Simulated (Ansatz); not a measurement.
# The cluster Si18H28: single points with varied inputs

How do the results and run time of the cluster Si18H28 respond when the settings are drawn wide?

Computed with Ansatz 0.2.0, Gaussian basis. Level: the settings change from run to run.

## 1. The relaxed structure

The structure was relaxed beforehand with PBE-D4/def2-SVP.

46 atoms, charge 0, spin multiplicity 1.

Atoms are counted from 1 here; the program's logs count them from 0.

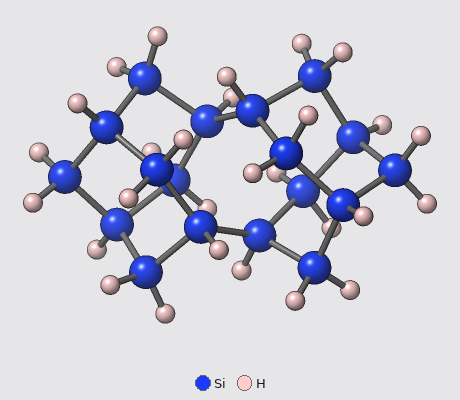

The geometry (silicon blue, hydrogen pink).

## 2. PBE0/def2-TZVP

Set apart from the defaults: density fitting with def2-universal-jkfit.

in.yaml

```yaml
crystal:
  periodic: [false, false, false]
  atoms:
    - {symbol: Si, position_ang: [-2.941065, -0.098980, -2.569930]}
    - {symbol: Si, position_ang: [-2.941947, 0.096025, 2.562656]}
    - {symbol: Si, position_ang: [0.208739, -2.265479, -1.963543]}
    - {symbol: Si, position_ang: [-0.207547, -2.260537, 1.959128]}
    - {symbol: Si, position_ang: [0.001346, -0.001801, -5.011340]}
    - {symbol: Si, position_ang: [-0.206814, 2.262817, -1.965630]}
    - {symbol: Si, position_ang: [2.943040, 0.095450, -2.569417]}
    - {symbol: Si, position_ang: [0.208800, 2.261618, 1.956692]}
    - {symbol: Si, position_ang: [2.943457, -0.093592, 2.562049]}
    - {symbol: Si, position_ang: [-0.001441, 0.000346, 5.001295]}
    - {symbol: Si, position_ang: [-1.256854, -1.387683, -3.588090]}
    - {symbol: Si, position_ang: [-1.759355, -0.897684, 0.784982]}
    - {symbol: Si, position_ang: [-1.757389, 0.896865, -0.794086]}
    - {symbol: Si, position_ang: [-1.260778, 1.388940, 3.580877]}
    - {symbol: Si, position_ang: [1.759212, -0.898465, -0.792574]}
    - {symbol: Si, position_ang: [1.262010, -1.384747, 3.581573]}
    - {symbol: Si, position_ang: [1.259821, 1.384213, -3.588618]}
    - {symbol: Si, position_ang: [1.760143, 0.897465, 0.784075]}
    - {symbol: H, position_ang: [-4.078206, -0.959409, -2.081605]}
    - {symbol: H, position_ang: [-3.478945, 0.926258, -3.537955]}
    - {symbol: H, position_ang: [-3.477356, -0.931113, 3.529966]}
    - {symbol: H, position_ang: [-4.082176, 0.951772, 2.074521]}
    - {symbol: H, position_ang: [-0.536225, -3.204761, -1.053237]}
    - {symbol: H, position_ang: [1.208838, -3.106927, -2.729316]}
    - {symbol: H, position_ang: [-1.206992, -3.102562, 2.725499]}
    - {symbol: H, position_ang: [0.535326, -3.199478, 1.047163]}
    - {symbol: H, position_ang: [-0.902919, 0.826803, -5.888957]}
    - {symbol: H, position_ang: [0.905193, -0.829991, -5.889724]}
    - {symbol: H, position_ang: [-1.206660, 3.103543, -2.732598]}
    - {symbol: H, position_ang: [0.537833, 3.203150, -1.056307]}
    - {symbol: H, position_ang: [3.480352, -0.931062, -3.536341]}
    - {symbol: H, position_ang: [4.080675, 0.955582, -2.081929]}
    - {symbol: H, position_ang: [-0.532864, 3.202812, 1.045899]}
    - {symbol: H, position_ang: [1.210437, 3.102165, 2.722149]}
    - {symbol: H, position_ang: [4.082605, -0.951503, 2.074639]}
    - {symbol: H, position_ang: [3.479886, 0.934454, 3.527862]}
    - {symbol: H, position_ang: [-0.905259, -0.829986, 5.877663]}
    - {symbol: H, position_ang: [0.899469, 0.828612, 5.882441]}
    - {symbol: H, position_ang: [-1.812837, -2.577558, -4.334596]}
    - {symbol: H, position_ang: [-2.645398, -1.933831, 0.124825]}
    - {symbol: H, position_ang: [-2.644192, 1.930710, -0.130663]}
    - {symbol: H, position_ang: [-1.813084, 2.580272, 4.328271]}
    - {symbol: H, position_ang: [2.645373, -1.932391, -0.128505]}
    - {symbol: H, position_ang: [1.814883, -2.574642, 4.330779]}
    - {symbol: H, position_ang: [1.815307, 2.574374, -4.335198]}
    - {symbol: H, position_ang: [2.643359, 1.933934, 0.120455]}
basis:
  gaussian: {orbitals: def2-TZVP, fitting: {mean_field: def2-universal-jkfit}}
hamiltonian: {xc: {name: PBE0}}
scf: {omitted_lower_state_checks: [starts]}
output: {forces: true}
```

Command:

```console
$ ansatz run in.yaml --threads 2 --pin off --events-out ev --progress --plain --max-ram 32768MiB --backend cuda --devices 0, --max-vram 18GiB
```

Log, shortened:

```text
Functional definition: PBE0
  name "PBE0"
  cite "Adamo & Barone, J. Chem. Phys. 110, 6158 (1999) doi:10.1063/1.478522"
  cite "Perdew, Burke & Ernzerhof, Phys. Rev. Lett. 77, 3865 (1996) doi:10.1103/PhysRevLett.77.3865"
  parent pbe
[...]
2808 factors; integrals over basis functions are off by at most 5.8e-1 eV
[...]
mean field -142200.90212031 eV, -5225.7867656882 hartree, gradient 5.6e-5 eV, S^2 0.000000; 0 other end points of the search recorded, 0 dependent functions left out
[...]
reference -142200.90219981 eV, -5225.7867686095 hartree; 140, 140 occupied and 694, 694 virtual orbitals, 2808 factors
Total energy: -142200.90219981 eV, -5225.7867686095 hartree
Atom 0 at    -2.941065    -0.098980    -2.569930 Å, force    -0.168063     0.015349    -0.042687 eV/Å
Atom 1 at    -2.941947     0.096025     2.562656 Å, force    -0.174110    -0.010767     0.038676 eV/Å
Atom 2 at     0.208739    -2.265479    -1.963543 Å, force     0.077047    -0.282815    -0.015526 eV/Å
Atom 3 at    -0.207547    -2.260537     1.959128 Å, force    -0.075113    -0.291889     0.007101 eV/Å
Atom 4 at     0.001346    -0.001801    -5.011340 Å, force    -0.000269     0.000507    -0.195661 eV/Å
Atom 5 at    -0.206814     2.262817    -1.965630 Å, force    -0.076206     0.284830    -0.016656 eV/Å
Atom 6 at     2.943040     0.095450    -2.569417 Å, force     0.169913    -0.016112    -0.040612 eV/Å
[...]
Atom 30 at     3.480352    -0.931062    -3.536341 Å, force    -0.102613     0.226926     0.199212 eV/Å
Atom 31 at     4.080675     0.955582    -2.081929 Å, force    -0.235833    -0.185296    -0.111025 eV/Å
Atom 32 at    -0.532864     3.202812     1.045899 Å, force     0.138451    -0.204085     0.212991 eV/Å
Atom 33 at     1.210437     3.102165     2.722149 Å, force    -0.204725    -0.163346    -0.166026 eV/Å
Atom 34 at     4.082605    -0.951503     2.074639 Å, force    -0.234109     0.181161     0.112044 eV/Å
Atom 35 at     3.479886     0.934454     3.527862 Å, force    -0.104654    -0.227759    -0.198206 eV/Å
Atom 36 at    -0.905259    -0.829986     5.877663 Å, force     0.178873     0.184424    -0.168921 eV/Å
Atom 37 at     0.899469     0.828612     5.882441 Å, force    -0.177137    -0.183765    -0.168122 eV/Å
Atom 38 at    -1.812837    -2.577558    -4.334596 Å, force     0.105729     0.224808     0.134537 eV/Å
Atom 39 at    -2.645398    -1.933831     0.124825 Å, force     0.180171     0.207019     0.118782 eV/Å
Atom 40 at    -2.644192     1.930710    -0.130663 Å, force     0.181589    -0.206365    -0.124282 eV/Å
Atom 41 at    -1.813084     2.580272     4.328271 Å, force     0.103381    -0.231702    -0.138947 eV/Å
Atom 42 at     2.645373    -1.932391    -0.128505 Å, force    -0.180350     0.207422    -0.123907 eV/Å
Atom 43 at     1.814883    -2.574642     4.330779 Å, force    -0.102954     0.229590    -0.140303 eV/Å
Atom 44 at     1.815307     2.574374    -4.335198 Å, force    -0.104712    -0.226710     0.135019 eV/Å
Atom 45 at     2.643359     1.933934     0.120455 Å, force    -0.177360    -0.208629     0.122599 eV/Å
Dipole moment:     0.000979     0.000002    -0.002029 e Å
Checks for a lower state left out: starts
```

Run time: 18 s. Hardware: 1 × H100 (card shared with other runs) with 2 threads of AMD EPYC 7R13, shared host; peak host memory 1.9 GiB.

Largest force 0.330 eV/Å, dipole 0.01 D.

## 3. RPBE/def2-SVPD

Set apart from the defaults: atoms shaken by 0.15 Å, density fitting with def2-universal-jkfit.

in.yaml

```yaml
crystal:
  periodic: [false, false, false]
  atoms:
    - {symbol: Si, position_ang: [-2.930217, -0.247353, -2.569438]}
    - {symbol: Si, position_ang: [-2.714816, 0.107794, 2.523428]}
    - {symbol: Si, position_ang: [0.081346, -2.115714, -1.848304]}
    - {symbol: Si, position_ang: [-0.179407, -2.503872, 1.677103]}
    - {symbol: Si, position_ang: [0.130498, -0.080069, -5.077239]}
    - {symbol: Si, position_ang: [-0.068335, 2.380893, -1.825241]}
    - {symbol: Si, position_ang: [2.824125, 0.319108, -2.470334]}
    - {symbol: Si, position_ang: [0.069150, 2.067838, 1.968182]}
    - {symbol: Si, position_ang: [2.800394, -0.047140, 2.539390]}
    - {symbol: Si, position_ang: [0.073103, -0.056888, 5.143236]}
    - {symbol: Si, position_ang: [-1.263803, -1.741579, -3.504351]}
    - {symbol: Si, position_ang: [-1.706763, -0.739428, 0.722711]}
    - {symbol: Si, position_ang: [-1.447661, 0.964622, -0.549183]}
    - {symbol: Si, position_ang: [-1.321642, 1.350001, 3.461892]}
    - {symbol: Si, position_ang: [1.559804, -0.868982, -0.889272]}
    - {symbol: Si, position_ang: [1.273176, -1.337430, 3.676897]}
    - {symbol: Si, position_ang: [1.323128, 1.544055, -3.384956]}
    - {symbol: Si, position_ang: [1.989994, 0.936836, 0.872065]}
    - {symbol: H, position_ang: [-4.279357, -0.973067, -2.044935]}
    - {symbol: H, position_ang: [-3.280248, 0.955049, -3.436124]}
    - {symbol: H, position_ang: [-3.356840, -1.061283, 3.523449]}
    - {symbol: H, position_ang: [-4.114039, 1.133317, 2.006182]}
    - {symbol: H, position_ang: [-0.562098, -2.757844, -1.039601]}
    - {symbol: H, position_ang: [1.225440, -3.358032, -2.689424]}
    - {symbol: H, position_ang: [-0.848226, -3.117508, 2.565699]}
    - {symbol: H, position_ang: [0.544731, -3.136263, 1.098126]}
    - {symbol: H, position_ang: [-0.781675, 1.007134, -5.887379]}
    - {symbol: H, position_ang: [0.690025, -0.911838, -6.095563]}
    - {symbol: H, position_ang: [-1.079755, 3.084118, -2.765430]}
    - {symbol: H, position_ang: [0.622151, 3.200755, -1.100879]}
    - {symbol: H, position_ang: [3.567362, -0.747098, -3.810891]}
    - {symbol: H, position_ang: [3.931977, 0.945109, -2.055360]}
    - {symbol: H, position_ang: [-0.440232, 3.281920, 1.131373]}
    - {symbol: H, position_ang: [1.026358, 3.399536, 2.666908]}
    - {symbol: H, position_ang: [4.214715, -1.023237, 2.091832]}
    - {symbol: H, position_ang: [3.349631, 1.157833, 3.551608]}
    - {symbol: H, position_ang: [-0.975136, -0.644603, 5.889826]}
    - {symbol: H, position_ang: [0.839266, 0.818514, 6.021691]}
    - {symbol: H, position_ang: [-1.869915, -2.585592, -4.240141]}
    - {symbol: H, position_ang: [-2.805014, -1.759936, 0.051482]}
    - {symbol: H, position_ang: [-2.578034, 2.000168, -0.044118]}
    - {symbol: H, position_ang: [-1.991893, 2.627948, 4.304566]}
    - {symbol: H, position_ang: [2.867718, -1.874149, -0.197462]}
    - {symbol: H, position_ang: [1.708523, -2.833382, 4.317634]}
    - {symbol: H, position_ang: [2.042978, 2.678448, -4.165043]}
    - {symbol: H, position_ang: [2.568998, 1.694277, 0.181869]}
basis:
  gaussian: {orbitals: def2-SVPD, fitting: {mean_field: def2-universal-jkfit}}
hamiltonian: {xc: {name: RPBE}}
scf: {omitted_lower_state_checks: [starts]}
output: {forces: true}
```

Same command.

Log, shortened:

```text
Functional definition: RPBE
  name "RPBE"
  cite "Hammer, Hansen & Nørskov, Phys. Rev. B 59, 7413 (1999) doi:10.1103/PhysRevB.59.7413"
  cite "Perdew, Burke & Ernzerhof, Phys. Rev. Lett. 77, 3865 (1996) doi:10.1103/PhysRevLett.77.3865"
[...]
2808 factors; integrals over basis functions are off by at most 4.0e-1 eV
[...]
mean field -142181.67960800 eV, -5225.0803513900 hartree, gradient 2.7e-5 eV, S^2 0.000000; 0 other end points of the search recorded, 0 dependent functions left out
[...]
reference -142181.67973404 eV, -5225.0803560221 hartree; 140, 140 occupied and 516, 516 virtual orbitals, 2808 factors
Total energy: -142181.67973404 eV, -5225.0803560221 hartree
Atom 0 at    -2.930217    -0.247353    -2.569438 Å, force     0.105854     0.318811     1.127140 eV/Å
Atom 1 at    -2.714816     0.107794     2.523428 Å, force    -6.240575    -1.745385    -0.031242 eV/Å
[...]
Atom 37 at     0.839266     0.818514     6.021691 Å, force     0.571001     0.526546     0.438308 eV/Å
Atom 38 at    -1.869915    -2.585592    -4.240141 Å, force    -2.727027    -4.828294    -3.563148 eV/Å
Atom 39 at    -2.805014    -1.759936     0.051482 Å, force     0.956420     0.942308     0.545938 eV/Å
Atom 40 at    -2.578034     2.000168    -0.044118 Å, force     0.889556    -0.832431    -0.357432 eV/Å
Atom 41 at    -1.991893     2.627948     4.304566 Å, force     0.766566    -1.309566    -0.970747 eV/Å
Atom 42 at     2.867718    -1.874149    -0.197462 Å, force    -1.904177     0.941581    -0.959051 eV/Å
Atom 43 at     1.708523    -2.833382     4.317634 Å, force    -0.074885     1.813344    -0.601730 eV/Å
Atom 44 at     2.042978     2.678448    -4.165043 Å, force    -0.511621    -0.257987     0.212841 eV/Å
Atom 45 at     2.568998     1.694277     0.181869 Å, force     5.954798     7.787975    -6.475761 eV/Å
Dipole moment:    -0.098164    -0.201040     0.103686 e Å
Checks for a lower state left out: starts
```

Wall time 15 s (1 × H100 (card shared with other runs) with 2 threads of AMD EPYC 7R13, shared host).

Largest force 16.142 eV/Å, dipole 1.18 D.

## 4. r2SCAN50/6-31G

This run has density fitting with def2-universal-jkfit, a grid of angular degree 47.

in.yaml

```yaml
crystal:
  periodic: [false, false, false]
  atoms:
    - {symbol: Si, position_ang: [-2.941065, -0.098980, -2.569930]}
    - {symbol: Si, position_ang: [-2.941947, 0.096025, 2.562656]}
    - {symbol: Si, position_ang: [0.208739, -2.265479, -1.963543]}
    - {symbol: Si, position_ang: [-0.207547, -2.260537, 1.959128]}
    - {symbol: Si, position_ang: [0.001346, -0.001801, -5.011340]}
    - {symbol: Si, position_ang: [-0.206814, 2.262817, -1.965630]}
    - {symbol: Si, position_ang: [2.943040, 0.095450, -2.569417]}
    - {symbol: Si, position_ang: [0.208800, 2.261618, 1.956692]}
    - {symbol: Si, position_ang: [2.943457, -0.093592, 2.562049]}
    - {symbol: Si, position_ang: [-0.001441, 0.000346, 5.001295]}
    - {symbol: Si, position_ang: [-1.256854, -1.387683, -3.588090]}
    - {symbol: Si, position_ang: [-1.759355, -0.897684, 0.784982]}
    - {symbol: Si, position_ang: [-1.757389, 0.896865, -0.794086]}
    - {symbol: Si, position_ang: [-1.260778, 1.388940, 3.580877]}
    - {symbol: Si, position_ang: [1.759212, -0.898465, -0.792574]}
    - {symbol: Si, position_ang: [1.262010, -1.384747, 3.581573]}
    - {symbol: Si, position_ang: [1.259821, 1.384213, -3.588618]}
    - {symbol: Si, position_ang: [1.760143, 0.897465, 0.784075]}
    - {symbol: H, position_ang: [-4.078206, -0.959409, -2.081605]}
    - {symbol: H, position_ang: [-3.478945, 0.926258, -3.537955]}
    - {symbol: H, position_ang: [-3.477356, -0.931113, 3.529966]}
    - {symbol: H, position_ang: [-4.082176, 0.951772, 2.074521]}
    - {symbol: H, position_ang: [-0.536225, -3.204761, -1.053237]}
    - {symbol: H, position_ang: [1.208838, -3.106927, -2.729316]}
    - {symbol: H, position_ang: [-1.206992, -3.102562, 2.725499]}
    - {symbol: H, position_ang: [0.535326, -3.199478, 1.047163]}
    - {symbol: H, position_ang: [-0.902919, 0.826803, -5.888957]}
    - {symbol: H, position_ang: [0.905193, -0.829991, -5.889724]}
    - {symbol: H, position_ang: [-1.206660, 3.103543, -2.732598]}
    - {symbol: H, position_ang: [0.537833, 3.203150, -1.056307]}
    - {symbol: H, position_ang: [3.480352, -0.931062, -3.536341]}
    - {symbol: H, position_ang: [4.080675, 0.955582, -2.081929]}
    - {symbol: H, position_ang: [-0.532864, 3.202812, 1.045899]}
    - {symbol: H, position_ang: [1.210437, 3.102165, 2.722149]}
    - {symbol: H, position_ang: [4.082605, -0.951503, 2.074639]}
    - {symbol: H, position_ang: [3.479886, 0.934454, 3.527862]}
    - {symbol: H, position_ang: [-0.905259, -0.829986, 5.877663]}
    - {symbol: H, position_ang: [0.899469, 0.828612, 5.882441]}
    - {symbol: H, position_ang: [-1.812837, -2.577558, -4.334596]}
    - {symbol: H, position_ang: [-2.645398, -1.933831, 0.124825]}
    - {symbol: H, position_ang: [-2.644192, 1.930710, -0.130663]}
    - {symbol: H, position_ang: [-1.813084, 2.580272, 4.328271]}
    - {symbol: H, position_ang: [2.645373, -1.932391, -0.128505]}
    - {symbol: H, position_ang: [1.814883, -2.574642, 4.330779]}
    - {symbol: H, position_ang: [1.815307, 2.574374, -4.335198]}
    - {symbol: H, position_ang: [2.643359, 1.933934, 0.120455]}
basis:
  gaussian: {orbitals: 6-31G, fitting: {mean_field: def2-universal-jkfit}, final_grid: {core_spheres: 20, valence_spheres: 16, degree: 47}}
hamiltonian: {xc: {name: r2SCAN50}}
scf: {omitted_lower_state_checks: [starts]}
output: {forces: true}
```

Same command.

Log, shortened:

```text
Functional definition: r2SCAN50
  name "r2SCAN50"
  cite "Bursch, Neugebauer, Ehlert & Grimme, J. Chem. Phys. 156, 134105 (2022) doi:10.1063/5.0086040"
  cite "Furness, Kaplan, Ning, Perdew & Sun, J. Phys. Chem. Lett. 11, 8208 (2020) doi:10.1021/acs.jpclett.0c02405"
  cite "Furness, Kaplan, Ning, Perdew & Sun, J. Phys. Chem. Lett. 11, 9248 (2020) doi:10.1021/acs.jpclett.0c03077"
  parent r2scan
[...]
2808 factors; integrals over basis functions are off by at most 7.1e-2 eV
[...]
mean field -142220.12251031 eV, -5226.4931019923 hartree, gradient 3.7e-5 eV, S^2 0.000000; 0 other end points of the search recorded, 0 dependent functions left out
[...]
reference -142220.12252610 eV, -5226.4931025728 hartree; 140, 140 occupied and 150, 150 virtual orbitals, 2808 factors
Total energy: -142220.12252610 eV, -5226.4931025728 hartree
[...]
Atom 37 at     0.899469     0.828612     5.882441 Å, force    -0.138346    -0.158166    -0.157131 eV/Å
Atom 38 at    -1.812837    -2.577558    -4.334596 Å, force     0.096996     0.213107     0.124807 eV/Å
Atom 39 at    -2.645398    -1.933831     0.124825 Å, force     0.155849     0.179020     0.089165 eV/Å
Atom 40 at    -2.644192     1.930710    -0.130663 Å, force     0.156998    -0.177877    -0.095512 eV/Å
Atom 41 at    -1.813084     2.580272     4.328271 Å, force     0.094568    -0.220664    -0.129695 eV/Å
Atom 42 at     2.645373    -1.932391    -0.128505 Å, force    -0.155787     0.179110    -0.094930 eV/Å
Atom 43 at     1.814883    -2.574642     4.330779 Å, force    -0.094099     0.218365    -0.131072 eV/Å
Atom 44 at     1.815307     2.574374    -4.335198 Å, force    -0.095845    -0.215249     0.125296 eV/Å
Atom 45 at     2.643359     1.933934     0.120455 Å, force    -0.152871    -0.180839     0.093345 eV/Å
Dipole moment:     0.001023    -0.000007    -0.001925 e Å
Checks for a lower state left out: starts
```

Run time: 15 s. Hardware: 1 × H100 (card shared with other runs) with 2 threads of AMD EPYC 7R13, shared host; peak host memory 1.6 GiB.

Largest force 0.450 eV/Å, dipole 0.01 D.

## 5. wB97X/6-31++G**

Options: density fitting with def2-universal-jkfit.

in.yaml: that of step 4 with these lines changed.

```diff
@@ -50,5 +50,4 @@
 basis:
-  gaussian: {orbitals: 6-31G, fitting: {mean_field: def2-universal-jkfit}, final_grid: {core_spheres: 20, valence_spheres: 16, degree: 47}}
-hamiltonian: {xc: {name: r2SCAN50}}
+  gaussian: {orbitals: "6-31++G**", fitting: {mean_field: def2-universal-jkfit}}
+hamiltonian: {xc: {name: wB97X}}
 scf: {omitted_lower_state_checks: [starts]}
-output: {forces: true}
```

Same command.

Log, shortened:

```text
Functional definition: wB97X
  name "wB97X"
  cite "Chai & Head-Gordon, J. Chem. Phys. 128, 084106 (2008) doi:10.1063/1.2834918"
  cite "Becke, J. Chem. Phys. 107, 8554 (1997) doi:10.1063/1.475007"
[...]
  # The coefficients of nought are those of the uniform gas.
[...]
      + exact_x_lr(omega)
[...]
      + integral(e_c_pw_opposite_spin*poly(b97_u_opposite, 1, cos1, cos2, cos3, cos4))
[...]
2808 factors; integrals over basis functions are off by at most 3.3e-1 eV
2808 factors; integrals over basis functions are off by at most 1.5e-5 eV
[...]
mean field -142247.04042810 eV, -5227.4823172257 hartree, gradient 2.7e-5 eV, S^2 0.000000; 0 other end points of the search recorded, 0 dependent functions left out
reference -142247.04026877 eV, -5227.4823113705 hartree; 140, 140 occupied and 442, 442 virtual orbitals, 2808 factors
Total energy: -142247.04026877 eV, -5227.4823113705 hartree
Checks for a lower state left out: starts
```

Run time: 19 s. Hardware: 1 × H100 (card shared with other runs) with 2 threads of AMD EPYC 7R13, shared host; peak host memory 1.3 GiB.

## 6. All runs side by side

| level | charge | multiplicity | geometry | functions | energy (eV) | time |
| --- | --- | --- | --- | --- | --- | --- |
| PBE0/def2-TZVP | 0 | 1 | relaxed | 834 | -142200.902 | 18 s |
| RPBE/def2-SVPD | 0 | 1 | shaken | 656 | -142181.680 | 15 s |
| r2SCAN50/6-31G | 0 | 1 | relaxed | 290 | -142220.123 | 15 s |
| wB97X/6-31++G** | 0 | 1 | relaxed | 582 | -142247.040 | 19 s |

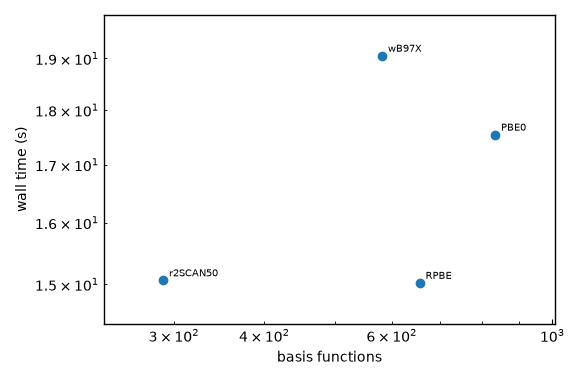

Wall time against the number of basis functions (shared host).

## 7. Results

| quantity | value |
| --- | --- |
| runs | 4 |
| quickest | RPBE/def2-SVPD, 15 s |
| slowest | wB97X/6-31++G**, 19 s |
| spread of total energies, same state and geometry | 46.1 eV |
| dipole, same state and geometry | 0.01 to 0.01 D |

What this shows: The times lie within a factor of two. The totals spread over 46 eV; they can't be compared across methods or bases. At the PBE-D4/def2-SVP geometry and in the same state, runs without warnings or point charges leave forces up to 0.45 eV/Å (r2SCAN50/6-31G), against 16.1 eV/Å where the atoms were moved.
